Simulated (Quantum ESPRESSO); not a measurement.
# Pb (Lead): phonons by linear response, part 2 of 3

How does Pb (Lead) vibrate, and is this structure a minimum?

Quantum ESPRESSO 7.5; DFT LDA, scalar-relativistic, plane waves, PseudoDojo norm-conserving pseudopotentials.

So far. Step 2 (A probe with smearing): No gap opens on this mesh, so smearing is kept; the start stands at -1.1 GPa. Step 4 (Ground state): The cell stands at -0.0070 GPa, close enough for phonons. The relaxed cell has a = 4.888 Å (conventional setting).

## 5. Linear response on the mesh

Linear response treats each wavevector in the unit cell, with no supercell; the 4×4×4 mesh fixes the range of the force constants to be had.

ph.in

```
phonons
&INPUTPH
  prefix       = 'x'
  outdir       = './tmp'
  fildyn       = 'x.dyn'
  tr2_ph       = 1.0d-18
  alpha_mix(1) = 0.4
  nmix_ph      = 8
  ldisp        = .true.
  nq1          = 4
  nq2          = 4
  nq3          = 4
/
```

Run with:

```
$ OMP_NUM_THREADS=1 mpirun -n 4 ph.x -nk 4 -in ph.in > ph.out
```

Numbers of over 12 decimals in the logs are rounded to 6 here.

What it wrote:

```text
[banners, grids, parts of the stress and lines that vanish by symmetry left out]
[banner, memory and clock lines left out]
Program PHONON v.7.5

     ./tmp/x.save/

     IMPORTANT: XC functional enforced from input :
     Exchange-correlation= PW
                           (   1   4   0   0   0   0   0)
     Any further DFT definition will be discarded
     Please, verify this is what you really want

     G-vector sticks info

     Reading collected, re-writing distributed wavefunctions in ./tmp/

     Dynamical matrices for ( 4, 4, 4)  uniform grid of q-points
     (   8 q-points):
       N         xq(1)         xq(2)         xq(3)
       1   0.000000000   0.000000000   0.000000000
       2  -0.176776695   0.176776695  -0.176776695
       3   0.353553391  -0.353553391   0.353553391
       4   0.000000000   0.353553391   0.000000000
[...]
Number and degeneracy of irreps per q-point
       N         xq(1)         xq(2)         xq(3)   N irreps
       1   0.000000000   0.000000000   0.000000000       1
        3
       2  -0.176776695   0.176776695  -0.176776695       2
        1   2
       3   0.353553391  -0.353553391   0.353553391       2
        1   2
       4   0.000000000   0.353553391   0.000000000       2
        1   2
       5   0.530330086  -0.176776695   0.530330086       3
     No degeneracy
       6   0.353553391   0.000000000   0.353553391       3
     No degeneracy
       7   0.000000000  -0.707106781   0.000000000       2
        1   2
       8  -0.353553391  -0.707106781   0.000000000       2
        1   2

     Calculation of q =    0.0000000   0.0000000   0.0000000

     phonons

     bravais-lattice index     =            0
     lattice parameter (alat)  =       6.5321  a.u.
     unit-cell volume          =     197.0760 (a.u.)^3
     number of atoms/cell      =            1
     number of atomic types    =            1
     kinetic-energy cut-off    =      62.0000  Ry
     charge density cut-off    =     248.0000  Ry
     convergence threshold     =      1.0E-18
     beta                      =       0.4000
     number of iterations used =            8
     Exchange-correlation= PW
                           (   1   4   0   0   0   0   0)

     celldm(1)=    6.53205  celldm(2)=    0.00000  celldm(3)=    0.00000
     celldm(4)=    0.00000  celldm(5)=    0.00000  celldm(6)=    0.00000

     crystal axes: (cart. coord. in units of alat)
               a(1) = ( -0.7071  0.0000  0.7071 )
               a(2) = (  0.0000  0.7071  0.7071 )
               a(3) = ( -0.7071  0.7071  0.0000 )

     reciprocal axes: (cart. coord. in units 2 pi/alat)
               b(1) = ( -0.7071 -0.7071  0.7071 )
               b(2) = (  0.7071  0.7071  0.7071 )
               b(3) = ( -0.7071  0.7071 -0.7071 )

     Atoms inside the unit cell:

     Cartesian axes

     site n.  atom      mass           positions (alat units)
        1  Pb    207.2000   tau(    1) = (    0.00000    0.00000    0.00000  )

     Computing dynamical matrix for
                    q = (   0.0000000   0.0000000   0.0000000 )

     49 Sym.Ops. (with q -> -q+G )

     G cutoff =  268.0348  (  13107 G-vectors)     FFT grid: ( 36, 36, 36)

     number of k points=    72  Marzari-Vanderbilt smearing, width (Ry)=  0.0200

     PseudoPot. # 1 for Pb read from file:
     ./pseudo/Pb.upf
     Pseudo is Norm-conserving + core correction, Zval = 14.0

     Mode symmetry, O_h (m-3m)  point group:

     Atomic displacements:
     There are    1 irreducible representations

     Representation     1      3 modes -  To be done

     Alpha used in Ewald sum =   2.5000

     Representation #   1 modes #   1   2   3

     Self-consistent Calculation
      iter #   1   av.it.:   8.6
      thresh= 1.000E-02 alpha_mix =  0.400 |ddv_scf|^2 =  3.451E-06
      iter #   2   av.it.:  13.0
      thresh= 1.858E-04 alpha_mix =  0.400 |ddv_scf|^2 =  5.243E-08
      iter #   3   av.it.:  12.8
      thresh= 2.290E-05 alpha_mix =  0.400 |ddv_scf|^2 =  4.384E-09
      iter #   4   av.it.:  12.7
      thresh= 6.621E-06 alpha_mix =  0.400 |ddv_scf|^2 =  1.521E-11
[...]
End of self-consistent calculation

     Convergence has been achieved

     Number of q in the star =    1
     List of q in the star:
[...]
Diagonalizing the dynamical matrix

     q = (    0.000000000   0.000000000   0.000000000 )

 **************************************************************************
     freq (    1) =       0.036347 [THz] =       1.212412 [cm-1]
     freq (    2) =       0.036347 [THz] =       1.212412 [cm-1]
     freq (    3) =       0.036347 [THz] =       1.212412 [cm-1]
 **************************************************************************

     Mode symmetry, O_h (m-3m)  point group:

     freq (   1-   3) =          1.2  [cm-1]   --> T_1u G_15  G_4- I

     Calculation of q =   -0.1767767   0.1767767  -0.1767767
     [... set-up and bands at k+q left out ...]

     Mode symmetry, C_3v (3m)   point group:

     Atomic displacements:
     There are    2 irreducible representations

     Representation     1      1 modes -  To be done

     Representation     2      2 modes -  To be done

     Message from routine init_vloc:
     Interpolation table for Vloc re-allocated

     Alpha used in Ewald sum =   2.5000

     Representation #   1 mode #   1

     Self-consistent Calculation

[...]
[... iterations left out ...]
[...]
End of self-consistent calculation

     Convergence has been achieved

     Representation #   2 modes #   2   3

     Self-consistent Calculation

[...]
[... iterations left out ...]
[...]
End of self-consistent calculation

     Convergence has been achieved

     Number of q in the star =    8
     List of q in the star:
[...]
Diagonalizing the dynamical matrix

     q = (   -0.176776695   0.176776695  -0.176776695 )

 **************************************************************************
     freq (    1) =       0.719310 [THz] =      23.993592 [cm-1]
     freq (    2) =       0.719310 [THz] =      23.993592 [cm-1]
     freq (    3) =       1.623766 [THz] =      54.163004 [cm-1]
 **************************************************************************

     Mode symmetry, C_3v (3m)   point group:

     freq (   1-   2) =         24.0  [cm-1]   --> E    L_3
     freq (   3-   3) =         54.2  [cm-1]   --> A_1  L_1

     Calculation of q =    0.3535534  -0.3535534   0.3535534
     [... set-up and bands at k+q left out ...]

     Mode symmetry, D_3d (-3m)  point group:

     Atomic displacements:
     There are    2 irreducible representations

     Representation     1      1 modes -  To be done

[...]
Alpha used in Ewald sum =   2.5000

     Representation #   1 mode #   1

     Self-consistent Calculation

[...]
[... iterations left out ...]
[...]
End of self-consistent calculation

     Convergence has been achieved

     Representation #   2 modes #   2   3

[...]
[... iterations left out ...]
[...]
Convergence has been achieved

     Number of q in the star =    4
     List of q in the star:
[...]
Diagonalizing the dynamical matrix

     q = (    0.353553391  -0.353553391   0.353553391 )

[...]
freq (    1) =       1.040097 [THz] =      34.693908 [cm-1]
     freq (    2) =       1.040097 [THz] =      34.693908 [cm-1]
     freq (    3) =       2.171186 [THz] =      72.422966 [cm-1]
[...]
Mode symmetry, D_3d (-3m)  point group:

     freq (   1-   2) =         34.7  [cm-1]   --> E_u  L_3'
     freq (   3-   3) =         72.4  [cm-1]   --> A_2u L_2'

     Calculation of q =    0.0000000   0.3535534   0.0000000
     [... set-up and bands at k+q left out ...]

     Mode symmetry, C_4v (4mm)  point group:

     Atomic displacements:
     There are    2 irreducible representations

[...]
Alpha used in Ewald sum =   2.5000

     Representation #   1 mode #   1

[...]
Convergence has been achieved

     Representation #   2 modes #   2   3

[...]
Convergence has been achieved

     Number of q in the star =    6
     List of q in the star:
[...]
Diagonalizing the dynamical matrix

     q = (    0.000000000   0.353553391   0.000000000 )

[...]
freq (    1) =       1.065209 [THz] =      35.531561 [cm-1]
     freq (    2) =       1.065209 [THz] =      35.531561 [cm-1]
     freq (    3) =       1.729778 [THz] =      57.699188 [cm-1]
[...]
Mode symmetry, C_4v (4mm)  point group:

     freq (   1-   2) =         35.5  [cm-1]   --> E    G_5 D_5
     freq (   3-   3) =         57.7  [cm-1]   --> A_1  G_1 D_1

     Calculation of q =    0.5303301  -0.1767767   0.5303301
     [... set-up and bands at k+q left out ...]

     Mode symmetry, C_s (m)     point group:

     Atomic displacements:
     There are    3 irreducible representations

[...]
Alpha used in Ewald sum =   2.5000

     Representation #   1 mode #   1

[...]
Convergence has been achieved

[...]
Convergence has been achieved

[...]
Convergence has been achieved

     Number of q in the star =   24
     List of q in the star:
[...]
Diagonalizing the dynamical matrix

     q = (    0.530330086  -0.176776695   0.530330086 )

[...]
freq (    1) =       1.211511 [THz] =      40.411650 [cm-1]
     freq (    2) =       1.569495 [THz] =      52.352726 [cm-1]
     freq (    3) =       1.987335 [THz] =      66.290344 [cm-1]
[...]
Mode symmetry, C_s (m)     point group:

     freq (   1-   1) =         40.4  [cm-1]   --> A''
     freq (   2-   2) =         52.4  [cm-1]   --> A'
     freq (   3-   3) =         66.3  [cm-1]   --> A'

     Calculation of q =    0.3535534   0.0000000   0.3535534
     [... set-up and bands at k+q left out ...]

     Mode symmetry, C_2v (mm2)  point group:

     Atomic displacements:
     There are    3 irreducible representations

[...]
Alpha used in Ewald sum =   2.5000

[...]
Convergence has been achieved

[...]
Convergence has been achieved

[...]
Convergence has been achieved

     Number of q in the star =   12
     List of q in the star:
[...]
Diagonalizing the dynamical matrix

     q = (    0.353553391   0.000000000   0.353553391 )

[...]
freq (    1) =       1.034995 [THz] =      34.523727 [cm-1]
     freq (    2) =       1.583531 [THz] =      52.820901 [cm-1]
     freq (    3) =       1.869761 [THz] =      62.368518 [cm-1]
[...]
Mode symmetry, C_2v (mm2)  point group:

     freq (   1-   1) =         34.5  [cm-1]   --> B_1  D_3  S_3
     freq (   2-   2) =         52.8  [cm-1]   --> B_2  D_4  S_4
     freq (   3-   3) =         62.4  [cm-1]   --> A_1  D_1  S_1

     Calculation of q =    0.0000000  -0.7071068   0.0000000
     [... set-up and bands at k+q left out ...]

     Mode symmetry, D_4h(4/mmm) point group:

     Atomic displacements:
     There are    2 irreducible representations

[...]
Alpha used in Ewald sum =   2.5000

     Representation #   1 mode #   1

[...]
Convergence has been achieved

     Representation #   2 modes #   2   3

[...]
Convergence has been achieved

     Number of q in the star =    3
     List of q in the star:
[...]
Diagonalizing the dynamical matrix

     q = (    0.000000000  -0.707106781   0.000000000 )

[...]
freq (    1) =       1.022710 [THz] =      34.113941 [cm-1]
     freq (    2) =       1.022710 [THz] =      34.113941 [cm-1]
     freq (    3) =       2.008043 [THz] =      66.981092 [cm-1]
[...]
Mode symmetry, D_4h(4/mmm) point group:

     freq (   1-   2) =         34.1  [cm-1]   --> E_u  X_5' M_5'
     freq (   3-   3) =         67.0  [cm-1]   --> A_2u X_4' M_4'

     Calculation of q =   -0.3535534  -0.7071068   0.0000000
     [... set-up and bands at k+q left out ...]

     Mode symmetry, D_2d (-42m) point group:

     Atomic displacements:
     There are    2 irreducible representations

     Representation     1      1 modes -  To be done

     Representation     2      2 modes -  To be done

     Alpha used in Ewald sum =   2.5000

     Representation #   1 mode #   1

     Self-consistent Calculation

[...]
[... iterations left out ...]
[...]
End of self-consistent calculation

     Convergence has been achieved

     Representation #   2 modes #   2   3

     Self-consistent Calculation

      iter #   1   av.it.:   9.3
      thresh= 1.000E-02 alpha_mix =  0.400 |ddv_scf|^2 =  4.484E-05

      [... iterations left out ...]
      iter #  10   av.it.:  13.5
      thresh= 2.575E-10 alpha_mix =  0.400 |ddv_scf|^2 =  4.150E-20

     End of self-consistent calculation

     Convergence has been achieved

     Number of q in the star =    6
     List of q in the star:
[...]
5  -0.707106781  -0.353553391  -0.000000000
          6   0.000000000  -0.353553391  -0.707106781

     Diagonalizing the dynamical matrix

     q = (   -0.353553391  -0.707106781   0.000000000 )

 **************************************************************************
     freq (    1) =       1.491112 [THz] =      49.738139 [cm-1]
     freq (    2) =       1.633345 [THz] =      54.482535 [cm-1]
     freq (    3) =       1.633345 [THz] =      54.482535 [cm-1]
 **************************************************************************

     Mode symmetry, D_2d (-42m) point group:

     freq (   1-   1) =         49.7  [cm-1]   --> B_2  X_3  W_2
     freq (   2-   3) =         54.5  [cm-1]   --> E    X_5  W_3


[key lines of the parts left out:]
the Fermi energy is    11.6892 ev
```

It took 29 min on 4 MPI ranks of Arm Neoverse V2, shared host.

Read from the output:

* largest acoustic frequency at the zone centre before the sum rule: 1.21 cm⁻¹
* lowest mode on the q mesh (acoustic ones at the zone centre apart): 23.99 cm⁻¹

Frequencies (cm⁻¹) at each irreducible wavevector; negative means imaginary. Frequencies by wavevector:

```csv
q (fractions),star,mode 1,mode 2,mode 3
0 0 0,1,1.21,1.21,1.21
0 0 0.25,8,23.99,23.99,54.16
0 0 -0.5,4,34.69,34.69,72.42
0 0.25 0.25,6,35.53,35.53,57.7
0 0.25 -0.5,24,40.41,52.35,66.29
0 0.25 -0.25,12,34.52,52.82,62.37
0 -0.5 -0.5,3,34.11,34.11,66.98
0.25 -0.5 -0.25,6,49.74,54.48,54.48
```

The acoustic modes at Γ come out as far as 1.2 cm⁻¹ from zero, where they should vanish, a small numerical error.

## 6. Fourier transform to real space

The dynamical matrices of the mesh are Fourier-transformed to force constants in real space.

q2r.in

```
&INPUT
  fildyn = 'x.dyn'
  zasr   = 'crystal'
  flfrc  = 'x.fc'
/
```

Run with:

```
$ q2r.x < q2r.in > q2r.out
```

What it wrote:

```text
[banners, grids, parts of the stress and lines that vanish by symmetry left out]
[banner, memory and clock lines left out]
Program Q2R v.7.5

  reading grid info from file x.dyn0

  reading force constants from file x.dyn1
  Dielectric Tensor not found
  nqs=            1
 q=   0.00000000  0.00000000  0.00000000
  reading force constants from file x.dyn2
  nqs=            8
 q=  -0.17677670  0.17677670 -0.17677670
[...]
reading force constants from file x.dyn7
  nqs=            3
[...]
reading force constants from file x.dyn8
  nqs=            6
[...]
q=  -0.70710678 -0.35355339 -0.00000000
 q=   0.00000000 -0.35355339 -0.70710678

      q-space grid ok, #points =   64

      fft-check success (sum of imaginary terms < 10^-12)
```

Elapsed: 0.46 s, on 1 thread.

## 7. Dispersion

From the force constants any wavevector is cheap; points of the mesh come back as solved, but for the sum rule and, in polar crystals, the LO-TO term at Γ; the rest is interpolation.

matdyn.in

```
&INPUT
  asr              = 'crystal'
  flfrc            = 'x.fc'
  flfrq            = 'x.freq'
  flvec            = 'x.modes'
  q_in_band_form   = .true.
  q_in_cryst_coord = .true.
/
8
  0.0000000   0.0000000   0.0000000  12  ! GAMMA
  0.0000000   0.5000000   0.5000000  12  ! X
  0.0000000   0.6250000   0.3750000   1  ! U
 -0.3750000   0.3750000  -0.0000000  12  ! K
  0.0000000   0.0000000   0.0000000  12  ! GAMMA
  0.0000000   0.5000000   0.0000000  12  ! L
 -0.2500000   0.5000000   0.2500000  12  ! W
  0.0000000   0.5000000   0.5000000   1  ! X
```

Run with:

```
$ matdyn.x -in matdyn.in > matdyn.out
```

What it wrote:

```text
[banner, memory and clock lines left out]
Program MATDYN v.7.5

 mass for atomic type   1 not given; uses mass from file x.fc
 Norm of the difference between old and new effective charges:    0.000000

 Norm of the difference between old and new force-constants:   4.99047e-06

     Message from routine matdyn:
     Z* not found in file x.fc, TO-LO splitting at q=0 will be absent!
     Message from routine matdyn:
     Z* not found in file x.fc, TO-LO splitting at q=0 will be absent!

Note: The following floating-point exceptions are signalling: IEEE_UNDERFLOW_FLAG
```

Wall time 0.46 s (1 thread).

Read from the output:

```yaml
lowest_frequency_on_the_path: 0 cm⁻¹
mean_frequency: 47.9 cm⁻¹
debye_temperature_second_moment: 92 K
logarithmic_mean_frequency: 45.7 cm⁻¹
```

Matdyn.x, sum rule crystal. The phonon branches at the labelled points (cm⁻¹):

```csv
point,branch 1,branch 2,branch 3
Γ,0,0,0
X,34,34,67
U,38,54,64
jump to K,38,54,64
Γ,0,0,0
L,35,35,72
W,50,54,54
X,34,34,67
```

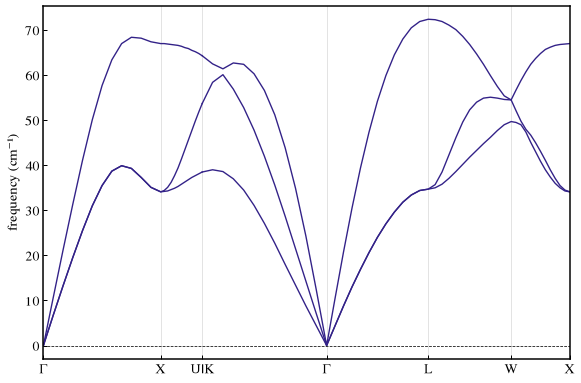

Phonon branches along the path.

Lowest modes at the softest wavevector of the mesh; phase exp(i q.(R + tau)). Modes at q = (0.000, 0.250, 0.000):

```csv
mode,frequency (cm⁻¹)
1,24.0
2,24.0
3,54.2
```

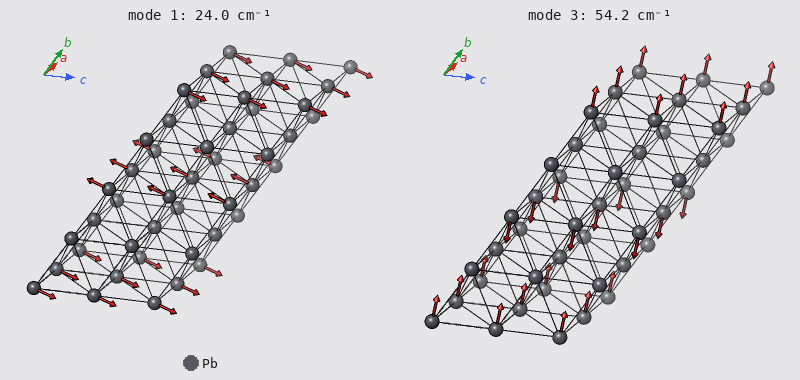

Displacement patterns of modes 1 and 3 at q = (0.000, 0.250, 0.000); arrows are exaggerated. 2×4×2 cells are drawn. The axes are those of the cell as run, not the conventional ones. Some periodic images of atoms are drawn too.

(Continued in part 3 of 3.)

[Host names and launcher messages were left out of these logs when they were recorded.]

[Logs are printed without paths, hosts, clocks, repeated set-up lines and the standing remarks that a program may print on its own settings, such as how far it seeks lower states.]

[Hosts, paths, dates, database ids (printed as entryN), source tags and the programs' standing remarks are cut or masked in the printed files.]
